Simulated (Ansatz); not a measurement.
# Phonon transport in KI (Fm-3m), part 2 of 2

Aim: the lattice thermal conductivity of KI against temperature, and which phonons carry it.

Measurements to reproduce:
- thermal conductivity 2.6 W/m/K near room temperature (given in “Combining the AFLOW GIBBS and Elastic Libraries to efficiently and robustly screen thermo-mechanical properties of solids”, 2017, arXiv:1611.05714)
- thermal conductivity 2.6 W/m/K near room temperature (given in “Predicting the lattice thermal conductivity of solids by solving the Boltzmann transport equation: AFLOW - AAPL an automated, accurate and efficient framework”, 2017, arXiv:1611.05481)

Ansatz 0.2.0; DFT LDA, scalar-relativistic, plane waves, PAW; PAW set soft_1.

So far. Step 2 (A first coarse run): The start is under -1.3 GPa at this level and looks like an insulator or semiconductor on this mesh. Step 5 (Relaxing to small residual forces and stress): The residual pressure is 1.6e-4 GPa, small enough for phonons. The relaxed cell has a = 6.818 Å (conventional setting).

## 7. Third-order constants and the Boltzmann equation

The supercell must be wider than twice the pair cutoff, and the number of displaced cells grows with the pairs inside it, which is where the cost lies.

input.yaml reads:

```yaml
crystal:
  lattice:
    - [0.0, 3.408941002, 3.408941002]
    - [3.408941002, 0.0, 3.408941002]
    - [3.408941002, 3.408941002, 0.0]
  atoms:
    - { symbol: K, position: [0.0, 0.0, 0.0] }
    - { symbol: I, position: [0.5, 0.5, 0.5] }
kpoints:
  mp_grid: { grid: [6, 6, 6] }
hamiltonian:
  xc: lda
  pseudopotentials: { kind: paw, azcp: { folder: soft_1 }, xc_functional: pbe }
scf:
  occupations: { method: fixed }
  lower_state_search: "off"
output:
  eigenvalues: true
phonons:
  method: fd
  dielectric: true
  qmesh: [6, 6, 6]
  temperatures: { t_max: 1000, t_step: 50 }
  qpath:
    path:
      - [[0.0, 0.0, 0.0], [0.5, 0.0, 0.5], [0.5, 0.25, 0.75], [0.375, 0.375, 0.75], [0.0, 0.0, 0.0], [0.5, 0.5, 0.5], [0.625, 0.25, 0.625], [0.5, 0.25, 0.75], [0.5, 0.5, 0.5], [0.375, 0.375, 0.75]]
      - [[0.625, 0.25, 0.625], [0.5, 0.0, 0.5]]
    npoints: 10
  third_order: { supercell: [3, 3, 3], pair_cutoff: 4.971 }
  lattice_thermal_conductivity:
    qmesh: [15, 15, 15]
    temperatures: [100.0, 150.0, 200.0, 300.0, 400.0, 500.0]
    isotope_mass_variance: [{ species: I, variance: 0.0 }, { species: K, variance: 0.000164 }]
```

The run is started by

```console
$ ansatz run input.yaml --threads 18 --pin off --max-ram 92160MiB --backend cuda --events-out ev --progress --plain --runs-dir out
```

Numbers of over 12 decimals in the logs are rounded to 6 here.

The program printed:

```text
Warning: phonons.dielectric: true without phonons.rigid_motions: the static dielectric tensor ε⁰ will be withheld (ε∞, Z* and the rows of modes are given); for a crystal or a slab, whose only rigid motions are the translations, set phonons.rigid_motions: translations
Warning: phonons.third_order: as it is cut ahead of every solve, the batch solves 75 displaced supercells where 50 would do. It runs under 48 of the 1296 operations that the crystal's space group holds on the batch's supercell: the run's FFT boxes carry no more. The force constants lose no accuracy. For the smaller batch, try basis.xc_grid above 1 where it is 1, a denser FFT box (accuracy: high where it is lower, or a larger basis.ecutrho_ratio), or the same crystal shifted so that one of its atoms lies at the cell's origin: each can bring back operations that the batch needs, and none is sure to; [rest of the remark cut]
[...]
Crystal: 12 atoms, lattice volume = 475.379 Å³
Basis set: ecut = 420 eV, 9217 PW (Γ), FFT grids on a1, −a1+a2+a3, −a1+a3
Bands: 94, of which v1, the nominal top of the filled ones, is band 78 counted from 1 (77 counted from 0)
Symmetry: 24 space group operations
k-points: 16 of 36
[...]
SCF iter   1: F=—  HF=-53131.070672 eV  |F-HF|=—  |Δ(HF+E_count)|=         —  Δρ=1.61e-7  dr2=4.40e-11  ethr=1.00e-12  ⟨swp⟩=3.0  Hψ=3847  notcnv=0
[...]
SCF iter   2: F=-53131.070672 eV  HF=-53131.070672 eV  |F-HF|=1.46e-11  |Δ(HF+E_count)|=  1.46e-11  Δρ=7.94e-8  dr2=9.18e-12  ethr=1.00e-12  ⟨swp⟩=4.0  Hψ=4325  notcnv=0
SCF 1 converged in 2 iterations: F = -53131.070672 eV  dr2 = 9.18e-12
[...]
Crystal: 2 atoms, lattice volume = 79.230 Å³
Basis set: ecut = 420 eV, 1471 PW (Γ), exchange–correlation on 72×72×72 points (8 copies of the dense FFT grid, shifted against one another)
Bands: 17, of which v1, the nominal top of the filled ones, is band 13 counted from 1 (12 counted from 0)
Symmetry: 48 space group operations
k-points: 30 of 216 (irreducible under 8 space group operations, time reversal used)
[...]
SCF iter   1: F=—  HF=-8855.178394 eV  |F-HF|=—  |Δ(HF+E_count)|=         —  Δρ=5.77e-7  dr2=8.76e-11  ethr=1.11e-7  ⟨swp⟩=3.8  Hψ=4048  notcnv=0  defer=60
[...]
SCF 2 converged in 3 iterations: F = -8855.178446 eV  dr2 = 1.33e-11
[...]
SCF 3 converged in 7 iterations: F = -53131.070666 eV  dr2 = 1.02e-12
[...]
supercell 10 (6 cells, vectors [1, 0, 0], [0, 1, 0], [0, 0, 6] in multiples of the cell's): 3 displaced members by 0.0025 Å; free energy -53131.070672 eV; taken off its force constants: by the sum rule 3.2e-4, by the symmetrisation 1.4e-4 eV/Å²; Γ matrix within 1.4e-4 eV/Å² of supercell 1's
  symmetry images taken by strict's conditions (phonons.symmetry_images: auto; settled by no image being taken that strict refuses); asymmetry of the core-correction force 7.6e-9 eV/Å at the most on a site, 4.6e-8 eV/Å summed over every site of the supercell
  q = [0.0000, 0.0000, 0.0000] (star 1, supercell 1; hermiticity 1.21e-16, symmetrization 9.62e-5): -0.00 0.00 0.00 114.86 114.86 114.86
[...]
joined force constants: q→R imaginary residual 1.75e-18
  density of states and harmonic sums: on the 18×18×18 q-mesh, interpolated from the force constants of a 6×6×6 supercell (with the dipole–dipole term)
  largest difference from the sums on the solved wave vectors: F 4.95e-3 eV, S 6.10e-6 and C_V 1.15e-6 eV/K
  zero-point energy: 0.030858 eV/cell   skipped modes (ω ≤ 0): 3   left out of the sums: 8.57e-5 of the cell's modes: C_V's classical limit lies that fraction below 3 k_B per atom; for a crystal, a wire or a layer, F and S can be off by more, and a phonons.interpolated_qmesh denser along its periods is the remedy for the sampling
--- Third-order force constants: 75 member SCFs in a 3×3×3 supercell (pair cutoff 4.971 Å, amplitude 0.03 Å, SCF threshold 1.00e-9 eV, Σ member SCF iterations 525) ---
[...]
sum-rule residual: 1.916e-2 → 1.917e-16 eV/Å³; symmetrization residual: 1.564e-3 eV/Å³; largest sum-rule correction relative to its orbit: 1.508e-1, on the orbit of the block of home site 1 with site 1 of cell (-1, 0, 0) and site 1 of cell (-1, 0, 0), whose norm before the correction was 1.070e-1 eV/Å³
--- Lattice thermal conductivity: 15×15×15 mesh (120 irreducible points), tetrahedron method ---
  three-phonon and isotope scattering only; four-phonon, boundary and, in a metal, phonon-electron scattering are left out
  each conductivity is what the modes' populations carry and what the coherences between them add
  conductivity (a third of the tensor's trace), W/(m K), in the relaxation-time approximation and from the full solution:
       T (K)   relaxation time   full solution  iterations             ending  least Ritz value
      100.00           19.7150         21.7265           9          converged          5.755e-1
      150.00           12.6702         13.9533           9          converged          5.648e-1
      200.00            9.3891         10.3407           9          converged          5.593e-1
      300.00            6.2213          6.8533           9          converged          5.537e-1
      400.00            4.6696          5.1440           9          converged          5.508e-1
      500.00            3.7470          4.1270           9          converged          5.491e-1
```

It took 1.8 min on 1 × NVIDIA GB200 with 18 threads of Arm Neoverse V2, shared host; peak memory 2.9 GiB; 11 min of CPU time.

Numbers from this step:

| Property | Result |
| --- | --- |
| Γ frequencies | 0, 0, 0, 114.9, 114.9, 114.9 cm⁻¹ (negative: imaginary) |
| lowest frequency on the path | 0 cm⁻¹ |
| zero-point energy | 0.03086 eV/cell |
| point group | m-3m |
| highest frequency | 146.1 cm⁻¹ |
| Debye temperature from the second moment | 169 K |
| κ at 300 K (relaxation time) | 6.221 W/m/K |
| κ at 300 K (full solution) | 6.853 W/m/K |
| dipole term | run |
| mean free path at half of κ | 41.3 nm |
| share of κ above the three lowest branches | 0.02 |
| third-order blocks | 350 |
| periodic aliases dropped | 24 |
| largest relative sum-rule correction | 0.1508 |
| displaced cells, third order | 75 |

LO-TO term included. Phonon branches along the path, in cm⁻¹:

```
    point  branch 1  branch 2  branch 3  branch 4  branch 5  branch 6
        Γ         0         0         0       115       115       146
        X        28        28        47       119       119       124
        W        40        40        62       112       122       122
        K        44        44        53       112       121       123
        Γ         0         0         0       115       115       146
        L        59        59        70       103       103       139
        U        44        44        53       112       121       123
        W        40        40        62       112       122       122
        L        59        59        70       103       103       139
        K        44        44        53       112       121       123
jump to U        44        44        53       112       121       123
        X        28        28        47       119       119       124
```

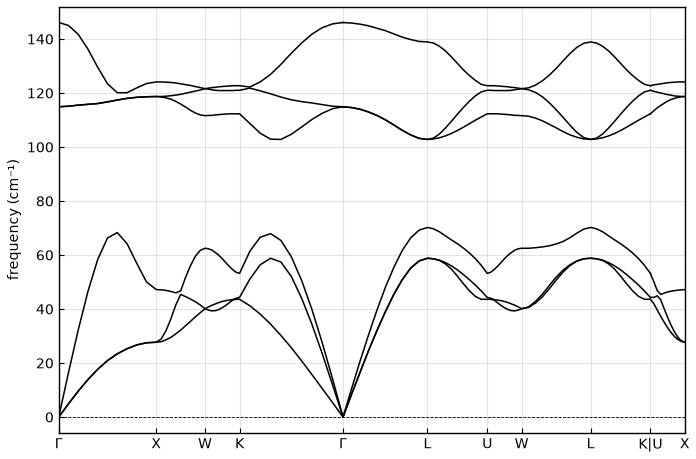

Phonon branches along the path.

W/m/K. Kappa, by row:

```csv
T (K),RTA xx,RTA yy,RTA zz,full xx,full yy,full zz,coherence part xx,coherence part yy,coherence part zz,ending,iterations,least Ritz value
100,19.72,19.72,19.72,21.73,21.73,21.73,0.0177,0.0177,0.0177,converged,9,0.576
150,12.67,12.67,12.67,13.95,13.95,13.95,0.02507,0.02507,0.02507,converged,9,0.565
200,9.389,9.389,9.389,10.34,10.34,10.34,0.03106,0.03106,0.03106,converged,9,0.559
300,6.221,6.221,6.221,6.853,6.853,6.853,0.04099,0.04099,0.04099,converged,9,0.554
400,4.67,4.67,4.67,5.144,5.144,5.144,0.04907,0.04907,0.04907,converged,9,0.551
500,3.747,3.747,3.747,4.127,4.127,4.127,0.05571,0.05571,0.05571,converged,9,0.549
```

Lattice thermal conductivity against temperature:

```
temperature (K)  RTA xx (W/m/K)  full xx (W/m/K)
            100            19.7             21.7
            150            12.7             13.9
            200            9.39             10.3
            300            6.22             6.85
            400            4.67             5.14
            500            3.75             4.13
```

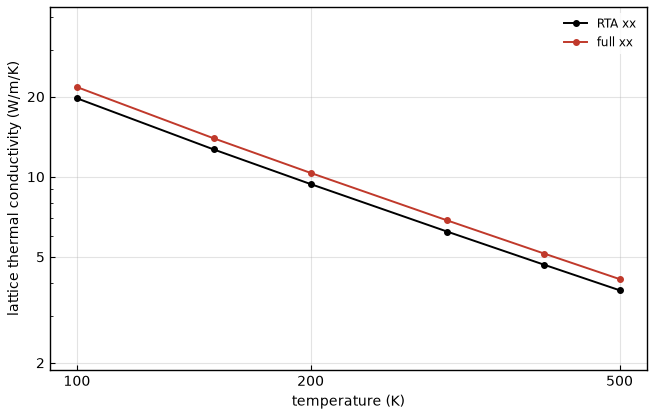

Lattice thermal conductivity, plotted against temperature.

The modes has structure finer than the step of the table below, so its rows give means over 10 cm⁻¹, whole bins alone (the curve runs from -10 to 160 cm⁻¹). Peaks (cm⁻¹: height): I 56.4: 0.0821, 63.8: 0.0788, 116.3: 0.0241; K 116.3: 0.107.

Phonopy on the run's constants, 15x15x15 mesh, Gaussian sigma 2.0 cm⁻¹. The modes by wavenumber; means over each step; values in 1/cm⁻¹/cell:

```
wavenumber (cm⁻¹)        I        K
                0   1.3e-4   4.1e-5
               10  0.00228   6.8e-4
               20   0.0105  0.00295
               30   0.0334  0.00846
               40   0.0518   0.0108
               50   0.0650  0.00868
               60   0.0753  0.00391
               70   0.0254   7.2e-4
               80   4.4e-6        0
               90        0   1.5e-7
              100   9.2e-4   0.0197
              110   0.0129   0.0917
              120   0.0168   0.0873
              130  0.00319   0.0446
              140  0.00218   0.0196
              150   2.0e-4   8.2e-4
```

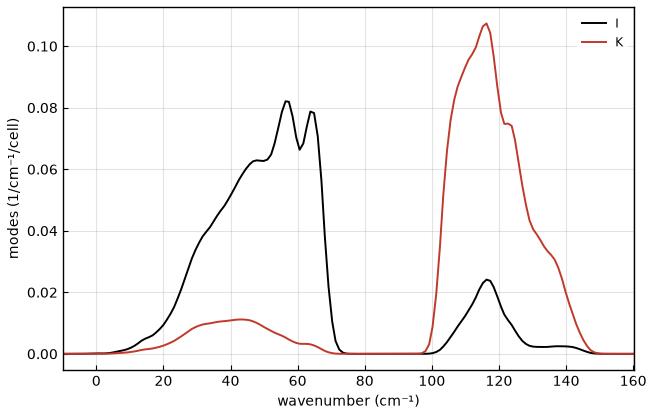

Modes against wavenumber.

Distinct triplets, nearest first. Third order norms, by row:

| sites | side 1 (Å) | side 2 (Å) | side 3 (Å) | norm of the 27 components (eV/Å³) |
| --- | --- | --- | --- | --- |
| K-K-K | 0 | 0 | 0 | 0 |
| I-I-I | 0 | 0 | 0 | 0 |
| K-I-I | 0 | 3.41 | 3.41 | 3.39 |
| K-I-K | 0 | 3.41 | 3.41 | 3.463 |
| K-I-I | 3.41 | 3.41 | 4.82 | 0.021 |
| K-I-K | 3.41 | 3.41 | 4.82 | 0.034 |
| K-K-K | 0 | 4.82 | 4.82 | 0.143 |
| K-K-K | 4.82 | 4.82 | 4.82 | 0.004 |
| I-I-I | 0 | 4.82 | 4.82 | 0.11 |
| I-I-I | 4.82 | 4.82 | 4.82 | 0.017 |

Born charge (rows field, columns displacement) (e), principal values of the symmetric part by kind of site:

```
atom  atoms with these values    low  middle   high   mean
  K1                        1   1.11    1.11   1.11   1.11
  I2                        1  -1.11   -1.11  -1.11  -1.11
```

In full for I2:

```
-1.11  0.00  0.00
 0.00 -1.11  0.00
 0.00  0.00 -1.11
```

RTA, 300 K. Kappa by branch, by row:

```csv
branch (by rank),mean frequency (THz),mean rms speed (km/s),median lifetime (ps),share of kappa
1,1.1,1.3,21.8,0.42
2,1.4,1.39,11.5,0.409
3,1.79,1.1,4.42,0.151
4,3.28,0.56,1.86,0.006
5,3.47,0.53,2.4,0.007
6,3.89,0.66,1.66,0.007
```

The spectral kappa at 300 K has structure finer than the step of the table below, so its rows give means over 0.5 THz, whole bins alone (the curve runs from 0.05 to 4.35 THz). Peaks (THz: height): relaxation time (W/m/K/THz) 1.25: 10.5; full solution (W/m/K/THz) 1.25: 11.3.

Table of spectral kappa at 300 K by frequency; means over each step; values in W/m/K/THz:

| frequency (THz) | relaxation time (W/m/K/THz) | full solution (W/m/K/THz) |
| --- | --- | --- |
| 0.5 | 1.24 | 1.26 |
| 1.0 | 5.96 | 6.58 |
| 1.5 | 4.46 | 4.94 |
| 2.0 | 0.279 | 0.295 |
| 2.5 | 0 | 0 |
| 3.0 | 0.0249 | 0.0520 |
| 3.5 | 0.157 | 0.307 |
| 4.0 | 0.0663 | 0.0139 |

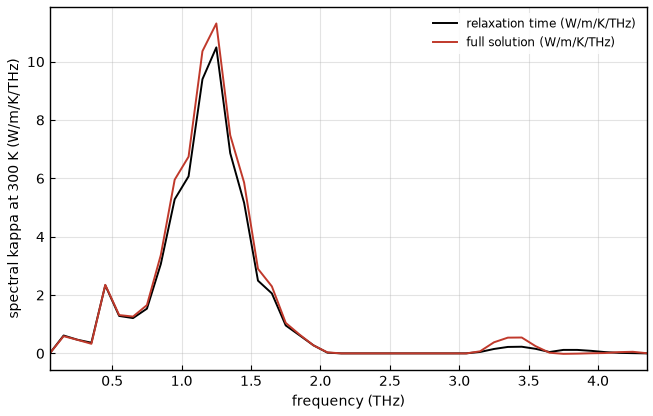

Spectral kappa at 300 K against frequency.

Relaxation-time solution. Table of share of κ carried by shorter paths by mean free path:

| mean free path (nm) | 100 K | 300 K | 500 K |
| --- | --- | --- | --- |
| 0.464 | 0 | 0 | 0.002 |
| 0.681 | 0 | 0.001 | 0.005 |
| 1 | 0 | 0.004 | 0.014 |
| 1.47 | 0 | 0.01 | 0.023 |
| 2.15 | 0.001 | 0.021 | 0.029 |
| 3.16 | 0.003 | 0.026 | 0.037 |
| 4.64 | 0.01 | 0.031 | 0.055 |
| 6.81 | 0.016 | 0.047 | 0.079 |
| 10 | 0.019 | 0.071 | 0.16 |
| 14.7 | 0.025 | 0.138 | 0.218 |
| 21.5 | 0.038 | 0.193 | 0.409 |
| 31.6 | 0.057 | 0.35 | 0.644 |
| 46.4 | 0.125 | 0.585 | 0.821 |
| 68.1 | 0.177 | 0.753 | 0.946 |
| 100 | 0.298 | 0.923 | 0.962 |
| 147 | 0.561 | 0.961 | 0.969 |
| 215 | 0.745 | 0.961 | 0.979 |
| 316 | 0.925 | 0.979 | 1 |
| 464 | 0.961 | 1 | 1 |
| 681 | 0.961 | 1 | 1 |
| 1000 | 0.979 | 1 | 1 |
| 1470 | 1 | 1 | 1 |

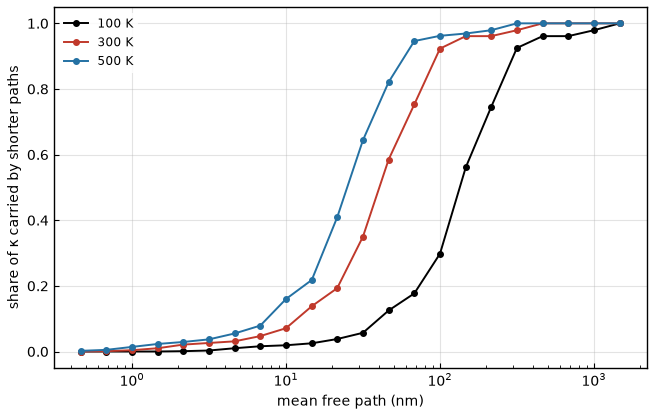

Share of κ carried by shorter paths, plotted against mean free path.

300 K; a sample spread over frequency. Mode lifetimes, by row, the first 40 of 90 rows:

| q1 | q2 | q3 | branch | frequency (THz) | rms speed (km/s) | three-phonon rate (1/ps) | isotope rate (1/ps) | lifetime (ps) | mean free path (nm) |
| --- | --- | --- | --- | --- | --- | --- | --- | --- | --- |
| 0 | 0.0667 | 0.0667 | 1 | 0.196 | 0.97 | 0.00318 | 1.11e-8 | 314 | 305 |
| 0 | 0.0667 | 0.1333 | 1 | 0.426 | 1.76 | 0.0684 | 1.21e-6 | 14.6 | 25.7 |
| 0.0667 | 0.2 | 0.2667 | 1 | 0.579 | 0.82 | 0.0113 | 3.02e-6 | 88.4 | 72.9 |
| 0 | 0.0667 | 0.0667 | 3 | 0.657 | 3.27 | 0.134 | 5.69e-6 | 7.45 | 24.4 |
| 0 | 0.3333 | 0.3333 | 1 | 0.743 | 0.37 | 0.0148 | 9.90e-6 | 67.7 | 25.1 |
| 0 | 0.4 | 0.4 | 2 | 0.8 | 0.22 | 0.0143 | 1.40e-5 | 69.8 | 15.1 |
| 0 | 0.4667 | 0.4667 | 1 | 0.828 | 0.07 | 0.0136 | 1.96e-5 | 73.3 | 5.06 |
| 0.0667 | 0.4667 | -0.4667 | 1 | 0.871 | 0.43 | 0.0134 | 2.62e-5 | 74.7 | 31.7 |
| 0.0667 | 0.3333 | 0.4667 | 1 | 0.915 | 1.11 | 0.0409 | 2.98e-5 | 24.4 | 27.2 |
| 0 | 0 | 0.2 | 2 | 0.956 | 2.18 | 0.118 | 3.32e-5 | 8.46 | 18.5 |
| 0 | 0.2 | 0.3333 | 2 | 0.99 | 1.94 | 0.0279 | 3.33e-5 | 35.8 | 69.5 |
| 0.0667 | 0.1333 | 0.2667 | 2 | 1.04 | 2.56 | 0.0826 | 3.67e-5 | 12.1 | 31 |
| 0.0667 | 0.2667 | -0.2667 | 1 | 1.081 | 1.1 | 0.0143 | 4.39e-5 | 69.9 | 77 |
| 0 | 0.2 | 0.4 | 1 | 1.116 | 1.53 | 0.0816 | 4.21e-5 | 12.3 | 18.7 |
| 0.0667 | 0.2667 | 0.4 | 2 | 1.169 | 2.28 | 0.0395 | 4.71e-5 | 25.3 | 57.6 |
| 0.2 | 0.4 | -0.3333 | 1 | 1.196 | 0.95 | 0.046 | 5.27e-5 | 21.7 | 20.6 |
| 0 | 0.3333 | -0.3333 | 1 | 1.225 | 0.55 | 0.0769 | 5.46e-5 | 13 | 7.1 |
| 0.0667 | 0.4667 | -0.4 | 2 | 1.256 | 2.12 | 0.027 | 5.38e-5 | 37 | 78.4 |
| 0.0667 | 0.2667 | -0.4667 | 1 | 1.291 | 1.65 | 0.0354 | 5.36e-5 | 28.2 | 46.4 |
| 0.0667 | 0.1333 | 0.3333 | 2 | 1.322 | 2.2 | 0.0638 | 4.90e-5 | 15.7 | 34.5 |
| 0.1333 | 0.2667 | 0.4 | 2 | 1.357 | 2.23 | 0.0522 | 5.27e-5 | 19.1 | 42.7 |
| 0 | 0.1333 | -0.1333 | 3 | 1.381 | 2.07 | 0.0687 | 5.71e-5 | 14.5 | 30.1 |
| 0 | 0.4667 | -0.4667 | 3 | 1.406 | 0.11 | 0.11 | 6.27e-5 | 9.05 | 0.995 |
| 0.0667 | 0.4667 | -0.4667 | 3 | 1.437 | 0.78 | 0.105 | 5.96e-5 | 9.55 | 7.44 |
| 0 | 0 | 0.3333 | 2 | 1.47 | 1.63 | 0.115 | 3.95e-5 | 8.71 | 14.2 |
| 0 | 0.1333 | -0.4 | 1 | 1.51 | 1.62 | 0.108 | 3.96e-5 | 9.29 | 15.1 |
| 0.0667 | 0.2 | -0.2 | 2 | 1.536 | 1.81 | 0.147 | 3.07e-5 | 6.79 | 12.3 |
| 0 | 0.2667 | -0.4667 | 2 | 1.564 | 1.54 | 0.107 | 4.04e-5 | 9.36 | 14.4 |
| 0.0667 | 0.3333 | -0.4667 | 3 | 1.611 | 1.54 | 0.127 | 3.86e-5 | 7.9 | 12.2 |
| 0 | 0.0667 | 0.4 | 2 | 1.637 | 1.06 | 0.166 | 1.84e-5 | 6.04 | 6.38 |
| 0 | 0.3333 | -0.4 | 3 | 1.653 | 1.7 | 0.116 | 2.87e-5 | 8.64 | 14.7 |
| 0 | 0.0667 | -0.2667 | 3 | 1.682 | 1.62 | 0.209 | 3.06e-5 | 4.79 | 7.75 |
| 0 | 0.4 | 0.4 | 3 | 1.705 | 1.59 | 0.127 | 2.78e-5 | 7.86 | 12.5 |
| 0 | 0.0667 | -0.4667 | 1 | 1.731 | 0.63 | 0.17 | 5.18e-6 | 5.87 | 3.69 |
| 0 | 0 | 0.4667 | 1 | 1.75 | 0.41 | 0.161 | 1.45e-6 | 6.22 | 2.52 |
| 0 | 0.1333 | -0.4 | 2 | 1.758 | 0.25 | 0.135 | 8.91e-7 | 7.41 | 1.85 |
| 0 | 0.0667 | 0.3333 | 3 | 1.791 | 1.44 | 0.276 | 1.31e-5 | 3.62 | 5.23 |
| 0 | 0.2667 | -0.4 | 3 | 1.85 | 1.27 | 0.211 | 1.02e-5 | 4.73 | 6.02 |
| 0.1333 | 0.3333 | -0.2 | 3 | 1.876 | 1.02 | 0.358 | 1.90e-5 | 2.79 | 2.86 |
| 0.1333 | 0.3333 | 0.4667 | 3 | 1.898 | 1.11 | 0.245 | 1.22e-5 | 4.08 | 4.52 |

Without the LO-TO term. Gamma linewidths, by row:

| branch | frequency (cm⁻¹) | three-phonon rate (1/ps) | isotope rate (1/ps) | FWHM (cm⁻¹) |
| --- | --- | --- | --- | --- |
| 4 | 114.9 | 0.437 | 0.0183 | 2.41 |
| 5 | 114.9 | 0.437 | 0.0183 | 2.41 |
| 6 | 114.9 | 0.437 | 0.0183 | 2.41 |

W/m/K, third of the trace; RTA populations with a boundary rate v/L added to each mode (Matthiessen's rule). Kappa by grain size, by row:

```csv
T (K),bulk,10 nm,30 nm,100 nm,300 nm,1000 nm,10000 nm,100000 nm
100,19.7,1.925,4.314,8.726,13.32,16.95,19.35,19.66
300,6.18,1.465,2.737,4.29,5.309,5.867,6.146,6.177
```

W/m/K, third of the trace; RTA populations with the isotope rates scaled. Kappa by mass disorder, by row:

```
T (K)  no isotopes  as typed  variance x 3  variance x 10  variance x 30
  100         19.8      19.7         19.52             19          17.82
  300        6.192      6.18         6.159          6.094          5.941
```

At 300 K the relaxation-time value is 6.22 W/(m K).

## 8. Results

```
highest frequency                          : 146.1 cm⁻¹
Debye temperature from the second moment   : 169 K
κ at 300 K (relaxation time)               : 6.221 W/m/K
κ at 300 K (full solution)                 : 6.853 W/m/K
mean free path at half of κ                : 41.3 nm
share of κ above the three lowest branches : 0.02
```

In words: The lattice of KI conducts 6.85 W/(m K) at 300 K by LDA (mean over directions, full solution). The full solution lies +10 % from the relaxation-time value at 300 K. Above 300 K the relaxation-time κ falls as T^-0.99, near the 1/T law of three-phonon scattering. Grains of 100 nm would keep 69 % of the bulk value at 300 K, and grains of 1 µm 95 %. Removing the natural isotope disorder raises κ at 300 K by 0 %. A measured thermal conductivity near room temperature is 2.6 W/m/K (arXiv:1611.05714); the calculated 6.85 W/m/K differs by +164 %. The relaxed cell is 10 % smaller in volume than the database cell, which stiffens most phonons and usually raises κ; no run here tested that. Four-phonon, defect and boundary scattering, which are left out, would lower the calculated value; thermal expansion is left out too. The sum rules changed one orbit of cubic constants by up to 15 %; by the manual a large change points to a short cutoff or, on a small and distant orbit, to noisy forces. The conductivities include the coherence part between close branches; the shares for grains, isotopes, branches and paths are of the relaxation-time populations alone. Cubic couplings among atoms farther apart than the pair cutoff are dropped, and neither the cutoff nor the q-mesh was shown to be converged here. The PAW files were made for PBE and are used here under another functional, for which the program regenerates the frozen cores. The cell of these runs is 10 % smaller in volume than the database cell; frequencies and all that rests on them shift with it.

[Logs are printed without paths, hosts, clocks, repeated set-up lines and the standing remarks that a program may print on its own settings, such as how far it seeks lower states.]

[Hosts, paths, dates, database ids (printed as entryN), source tags and the programs' standing remarks are cut or masked in the printed files.]

[A step with changed settings may run another functional than the one named; its input shows which.]
